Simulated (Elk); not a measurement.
# SrVO3: moments or none

Aim: find out whether SrVO3 carries moments when they start parallel, and what they gain.

Method: PBE with U = 4.90 eV, J = 0.90 eV on V d; all-electron APW+lo, Dirac cores, scalar-relativistic bands, in Elk 11.2.3 (patched build).

## 1. Starting point

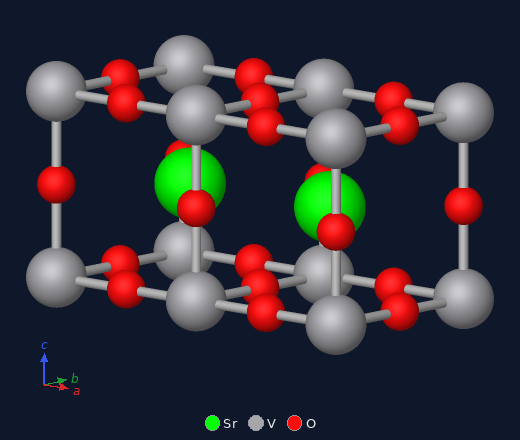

The cell as given, from a free direction (strontium green, vanadium grey, oxygen red). 2×1×1 cells are drawn. Some periodic images of atoms are drawn too.

## 2. Run 1 (ferro +)

Parallel moments need no larger cell; this start tests for a ferromagnetic state only. A Hubbard term is added for the open shell, at a value in common use.

Moments are seeded by fields in the spheres (the last three columns under atoms), set against the wanted direction and reduced each loop.

elk.in

```
tasks
  0

xctype
  20

rgkmax
  7.0

nempty
  12

swidth
  0.003

reducebf
  0.6

epsengy
  1e-05

maxscl
  100

lmaxi
  2

spinpol
  .true.

sppath
  './'

avec
  7.25824907208 0.00000000000 0.00000000000
  0.00000000000 7.25824907208 0.00000000000
  0.00000000000 0.00000000000 7.25824907208

atoms
  3
  'Sr.in'
  1
  0.5000000000 0.5000000000 0.5000000000   0.000000 0.000000 0.000000
  'V.in'
  1
  0.0000000000 0.0000000000 0.0000000000   0.000000 0.000000 -0.150000
  'O.in'
  3
  0.5000000000 0.0000000000 0.0000000000   0.000000 0.000000 0.000000
  0.0000000000 0.5000000000 0.0000000000   0.000000 0.000000 0.000000
  0.0000000000 0.0000000000 0.5000000000   0.000000 0.000000 0.000000

ngridk
  6 6 6

dft+u
  1 1
  2 2 0.180072 0.033074
```

The run is started by

```console
> OMP_NUM_THREADS=4 elk
```

Numbers of over 12 decimals in the logs are rounded to 6 here.

What it wrote:

```text
Warning(gndstate): forces or DFT+U at lmaxo under 8 : 6
  [figures from our tests cut]: type lmaxo 8 and lmaxapw 10

--- INFO.OUT ---
┌─────────────────────────┐
│ Elk code version 11.2.3 │
└─────────────────────────┘

All units are atomic (Hartree, Bohr, etc.)

┌─────────────────────────────────────────────────┐
│ Ground-state run starting from atomic densities │
└─────────────────────────────────────────────────┘

Lattice vectors :
   7.258249072       0.000000000       0.000000000
   0.000000000       7.258249072       0.000000000
   0.000000000       0.000000000       7.258249072

Reciprocal lattice vectors :
  0.8656612972       0.000000000       0.000000000
   0.000000000      0.8656612972       0.000000000
   0.000000000       0.000000000      0.8656612972

Unit cell volume      :    382.3803811
Brillouin zone volume :   0.6487001574

Muffin-tin inner radius fraction :   0.1000000000E-01

Nuclei treated as point charges

Species : 1 (Sr)
 parameters loaded from : Sr.in
 name : strontium
 nuclear charge    :   -38.00000000
 electronic charge :    38.00000000
 atomic mass :    159721.4892
 muffin-tin radius :    2.600000000
 number of radial points in muffin-tin :   1193
 inner part over the whole radius :   0.9909106339E-02
 number on inner part of muffin-tin    :    847
 approximate nuclear radius :   0.8067967193E-04
 number of mesh points to nuclear radius :    415
 atomic positions (lattice), magnetic fields (Cartesian) :
  1 :   0.00000000  0.00000000  0.00000000    0.00000000  0.00000000  0.00000000

Species : 2 (V)
 parameters loaded from : V.in
 name : vanadium
 nuclear charge    :   -23.00000000
 electronic charge :    23.00000000
 atomic mass :    92860.67382
 muffin-tin radius :    2.045214021
 number of radial points in muffin-tin :    993
 inner part over the whole radius :   0.9928301697E-02
 number on inner part of muffin-tin    :    696
 approximate nuclear radius :   0.6897515165E-04
 number of mesh points to nuclear radius :    330
 atomic positions (lattice), magnetic fields (Cartesian) :
  1 :   0.50000000  0.50000000  0.50000000    0.00000000  0.00000000 -0.15000000

Species : 3 (O)
 parameters loaded from : O.in
 name : oxygen
 nuclear charge    :   -8.000000000
 electronic charge :    8.000000000
 atomic mass :    29165.12205
 muffin-tin radius :    1.533910515
 number of radial points in muffin-tin :    593
 inner part over the whole radius :   0.9965409012E-02
 number on inner part of muffin-tin    :    406
 approximate nuclear radius :   0.5115538663E-04
 number of mesh points to nuclear radius :    175
 atomic positions (lattice), magnetic fields (Cartesian) :
  1 :   0.00000000  0.50000000  0.50000000    0.00000000  0.00000000  0.00000000
  2 :   0.50000000  0.00000000  0.50000000    0.00000000  0.00000000  0.00000000
  3 :   0.50000000  0.50000000  0.00000000    0.00000000  0.00000000  0.00000000

Total number of atoms per unit cell :    5
Total muffin-tin volume :    154.8103782
 ratio of muffin-tin to unit cell volume :   0.4048596264

Spin treatment :
 spin-polarised
 global magnetic field (Cartesian) :    0.000000000       0.000000000       0.000000000
 collinear magnetisation in z-direction

Number of Bravais lattice symmetries :   48
Number of crystal symmetries         :   48
Crystal has inversion symmetry
Real symmetric eigensolver will be used

k-point grid :      6     6     6
k-point offset :    0.000000000       0.000000000       0.000000000
k-point set is reduced with full crystal symmetry group
Total number of k-points :       20

Muffin-tin radius times maximum |G+k| :    7.000000000
 using average radius
Maximum |G+k| for APW functions       :    3.785033636
Maximum (1/2)|G+k|²                   :    7.163239812
Maximum |G| for potential and density :    12.00000000
Constant for pseudocharge density :    8
 order of it for each species :   15  15  15
 order of it for pair densities of each species (exact exchange by exxq0 0: 15) :   15  12   5
Radial integration step length :    1

G-vector grid sizes :     28    28    28
Number of G-vectors :    11075

Maximum angular momentum used for
 APW functions            :    8
 outer part of muffin-tin :    6
 inner part of muffin-tin :    2

Total nuclear charge    :   -85.00000000
Total core charge       :    44.00000000
Total valence charge    :    41.00000000
Total excess charge     :    0.000000000
Total electronic charge :    85.00000000

Effective Wigner radius, rₛ :    1.024069321

Number of empty states         :     60
Total number of valence states :    162
Total number of core states    :     44

Third-order local-orbitals added for an l without core states : T
Total number of local-orbitals :     50

Exchange-correlation functional :     20     0     0
 Perdew-Burke-Ernzerhof, Phys. Rev. Lett. 77, 3865 (1996)
 gradient requirement :    1
 generalised gradient approximation (GGA)

DFT+U calculation
 fully localised limit (FLL)
 see Phys. Rev. B 52, R5467 (1995)
 species : 2 (V), l = 2, U =   0.18007200, J =   0.03307400

Smearing type :    3
 Fermi-Dirac
Smearing width :   0.3000000000E-02
Effective electronic temperature (K) :    947.3250744

Mixing type :    3
 Broyden mixing, J. Phys. A: Math. Gen. 17, L317 (1984)

Kohn-Sham potential initialised from atomic data

┌──────────────────────────────┐
│ Self-consistent loop started │
└──────────────────────────────┘

┌─────────────────┐
│ Loop number : 1 │
└─────────────────┘

Energies :
 Fermi                       :     0.230088
 sum of occupied eigenvalues :     -2542.0133794565
 electron kinetic            :      4459.1031140364
 core electron kinetic       :      4279.7112033844
 Coulomb                     :     -8638.3928090276
 Coulomb potential           :     -6768.6978456570
 nuclear-nuclear             :     -615.62046887511
 electron-nuclear            :     -9291.2509210086
 Hartree                     :      1268.4785808561
 Madelung                    :     -5254.0438861991
 xc potential                :     -232.38164536513
 xc effective B-field        :    -0.21754269980243E-01
 external B-field            :      0.000000
 exchange                    :     -172.99469630377
 correlation                 :     -3.741017
 DFT+U                       :     0.27079384204160E-01
 electron entropic           :    -0.14736690591170E-02
 total energy                :     -4355.9998022966
 (external B-field energy excluded from total)

Density of states at Fermi energy :    50.97697130
 (states/Hartree/unit cell)

Estimated indirect band gap :   0.1240661295E-02
 from k-point 8 to k-point 9
Estimated direct band gap   :   0.1697135095E-02
 at k-point 8

Charges :
 core                        :    44.00000000
[...]
total in muffin-tins        :   0.8238083946
 total moment                :   0.9969860418

┌─────────────────┐
│ Loop number : 2 │
└─────────────────┘

Energies :
 Fermi                       :     0.248109
 sum of occupied eigenvalues :     -2541.9179572717
 electron kinetic            :      4460.0548953854
 core electron kinetic       :      4280.4781478787
 Coulomb                     :     -8638.1682001331
 Coulomb potential           :     -6769.0917538597
 nuclear-nuclear             :     -615.62046887511
 electron-nuclear            :     -9290.3903059725
 Hartree                     :      1267.8425747145
 Madelung                    :     -5253.6223232032
 xc potential                :     -232.84503605305
 xc effective B-field        :    -0.22104075576785E-01
 external B-field            :      0.000000
 exchange                    :     -172.98312933802
 correlation                 :     -3.740168
 DFT+U                       :     0.24867550613573E-01
 electron entropic           :    -0.14440903903165E-02
 total energy                :     -4354.8131790929
 (external B-field energy excluded from total)

Density of states at Fermi energy :    50.24313296
 (states/Hartree/unit cell)

Estimated indirect band gap :   0.1194769016E-02
 from k-point 8 to k-point 9
Estimated direct band gap   :   0.1480199481E-02
 at k-point 8

Charges :
 core                        :    44.00000000
 valence                     :    41.00000000
 interstitial                :    6.856079434
 muffin-tins (core leakage)
  species : 1 (Sr)
   atom 1                    :    35.89336461     (  0.2947156359E-04)
  species : 2 (V)
   atom 1                    :    19.73935163     ( -0.2052991412E-06)
  species : 3 (O)
   atom 1                    :    7.503734775     ( -0.2394529330E-07)
   atom 2                    :    7.503734775     ( -0.2394529330E-07)
   atom 3                    :    7.503734775     ( -0.2394529330E-07)
 total in muffin-tins        :    78.14392057
 total calculated charge     :    84.99948676
 total charge                :    85.00000000
 error                       :   0.5132442147E-03

Moments :
 interstitial                :   0.1865901934
 muffin-tins
  species : 1 (Sr)
   atom 1                    :   0.6996750331E-02
  species : 2 (V)
   atom 1                    :   0.8530834171
  species : 3 (O)
   atom 1                    :  -0.1558677693E-01
   atom 2                    :  -0.1558677693E-01
   atom 3                    :  -0.1558677693E-01
 total in muffin-tins        :   0.8133198367
 total moment                :   0.9999100301

RMS change in Kohn-Sham potential (target) :    2.717962016     (  0.1000000000E-05)
Absolute change in total energy (target)   :    1.186623204     (  0.1000000000E-04)

[... loops 3 to 23 left out ...]

┌──────────────────┐
│ Loop number : 24 │
└──────────────────┘

Energies :
 Fermi                       :     0.324127
 sum of occupied eigenvalues :     -2532.2057087635
 electron kinetic            :      4460.3366632731
 core electron kinetic       :      4279.0154765322
 Coulomb                     :     -8639.0476699504
 Coulomb potential           :     -6763.4005241420
 nuclear-nuclear             :     -615.62046887511
 electron-nuclear            :     -9297.7001642153
 Hartree                     :      1274.2729631400
 Madelung                    :     -5257.3474078794
 xc potential                :     -229.11199994587
 xc effective B-field        :    -0.29848157426228E-01
 external B-field            :      0.000000
 exchange                    :     -172.66363648389
 correlation                 :     -3.762114
 DFT+U                       :     0.53681686942678E-01
 electron entropic           :    -0.16787159810641E-02
 total energy                :     -4355.0847539068
 (external B-field energy excluded from total)

Density of states at Fermi energy :    59.80378186
 (states/Hartree/unit cell)

Estimated indirect band gap :   0.1933459524E-01
 from k-point 13 to k-point 8
Estimated direct band gap   :   0.2299959471E-01
 at k-point 12

Charges :
 core                        :    44.00000000
 valence                     :    41.00000000
 interstitial                :    7.309089219
 muffin-tins (core leakage)
  species : 1 (Sr)
   atom 1                    :    36.02690258     (  0.2838284580E-04)
  species : 2 (V)
   atom 1                    :    20.68994078     ( -0.2057029942E-06)
  species : 3 (O)
   atom 1                    :    6.991355809     ( -0.1698421981E-07)
   atom 2                    :    6.991355809     ( -0.1698421981E-07)
   atom 3                    :    6.991355809     ( -0.1698421981E-07)
 total in muffin-tins        :    77.69091078
 total calculated charge     :    84.99968167
 total charge                :    85.00000000
 error                       :   0.3183311870E-03

Moments :
 interstitial                :   0.1222423775
 muffin-tins
  species : 1 (Sr)
   atom 1                    :  -0.2544316164E-02
  species : 2 (V)
   atom 1                    :    1.017334724
  species : 3 (O)
   atom 1                    :  -0.4569767039E-01
   atom 2                    :  -0.4569767039E-01
   atom 3                    :  -0.4569767039E-01
 total in muffin-tins        :   0.8776973972
 total moment                :   0.9999397746

RMS change in Kohn-Sham potential (target) :   0.5363981534E-06 (  0.1000000000E-05)
Absolute change in total energy (target)   :   0.9388392755E-05 (  0.1000000000E-04)

Convergence targets achieved

┌──────────────────┐
│ Loop number : 25 │
└──────────────────┘

Energies :
 Fermi                       :     0.324128
 sum of occupied eigenvalues :     -2532.2056915486
 electron kinetic            :      4460.3366635380
 core electron kinetic       :      4279.0154840741
 Coulomb                     :     -8639.0476520869
 Coulomb potential           :     -6763.4005441821
 nuclear-nuclear             :     -615.62046887511
 electron-nuclear            :     -9297.7001073517
 Hartree                     :      1274.2729241399
 Madelung                    :     -5257.3473799958
 xc potential                :     -229.11196268226
 xc effective B-field        :    -0.29848311239974E-01
 external B-field            :      0.000000
 exchange                    :     -172.66363563296
 correlation                 :     -3.762114
 DFT+U                       :     0.53681557790031E-01
 electron entropic           :    -0.16787159392453E-02
 total energy                :     -4355.0847349765
 (external B-field energy excluded from total)

Density of states at Fermi energy :    59.80377983
 (states/Hartree/unit cell)

Estimated indirect band gap :   0.1933457818E-01
 from k-point 13 to k-point 8
Estimated direct band gap   :   0.2299958207E-01
 at k-point 12

Charges :
 core                        :    44.00000000
 valence                     :    41.00000000
 interstitial                :    7.309089654
 muffin-tins (core leakage)
  species : 1 (Sr)
   atom 1                    :    36.02690297     (  0.2838284455E-04)
  species : 2 (V)
   atom 1                    :    20.68993601     ( -0.2057035982E-06)
  species : 3 (O)
   atom 1                    :    6.991357123     ( -0.1698439922E-07)
   atom 2                    :    6.991357123     ( -0.1698439922E-07)
   atom 3                    :    6.991357123     ( -0.1698439922E-07)
 total in muffin-tins        :    77.69091035
 total calculated charge     :    84.99968167
 total charge                :    85.00000000
 error                       :   0.3183313065E-03

Moments :
 interstitial                :   0.1222415733
 muffin-tins
  species : 1 (Sr)
   atom 1                    :  -0.2544325580E-02
  species : 2 (V)
   atom 1                    :    1.017338331
  species : 3 (O)
   atom 1                    :  -0.4569860073E-01
   atom 2                    :  -0.4569860073E-01
   atom 3                    :  -0.4569860073E-01
 total in muffin-tins        :   0.8776982032
 total moment                :   0.9999397765

┌──────────────────────────────┐
│ Self-consistent loop stopped │
└──────────────────────────────┘

Warning : forces or DFT+U at lmaxo under 8 : 6

Wrote STATE.OUT
```

Wall time 3.2 min (4 threads of Arm Neoverse N1, shared host); peak memory 0.31 GiB; 12 min of CPU time.

Spin moment in the muffin-tin sphere by atom:

| atom | spin moment in the muffin-tin sphere (μB) |
| --- | --- |
| Sr1 | 0.00 |
| V2 | 1.02 |
| O3 | -0.05 |
| O4 | -0.05 |
| O5 | -0.05 |

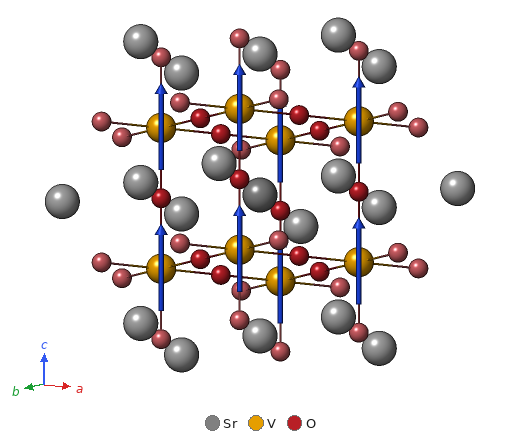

Spin moment in the muffin-tin sphere as arrows, the longest 1.02 μB. Up and down stand for the sign. Arrows give size and sign along the axis of quantisation, drawn up and down the page. Some periodic images of atoms are drawn too.

Read from the output:

* density of states at the Fermi level: 2.198 states/eV/cell
* moment between the spheres: 0.1222 μB
* magnetization: 0.9999 μB
* final state: ferromagnetic

After 25 cycles the largest moment stands at 1.02 μB.

(Part 1 of 3 ends here.)

[Logs and program files are shortened in this print: banners, set-up blocks, solver, clock and traceback lines can be left out without a mark of their own.]

[Logs are printed without paths, hosts, clocks, repeated set-up lines and the standing remarks that a program may print on its own settings, such as how far it seeks lower states.]

[Hosts, paths, dates, database ids (printed as entryN), source tags and the programs' standing remarks are cut or masked in the printed files.]

[Where a cell is said to come from a database of computed structures, the database is the Materials Project.]
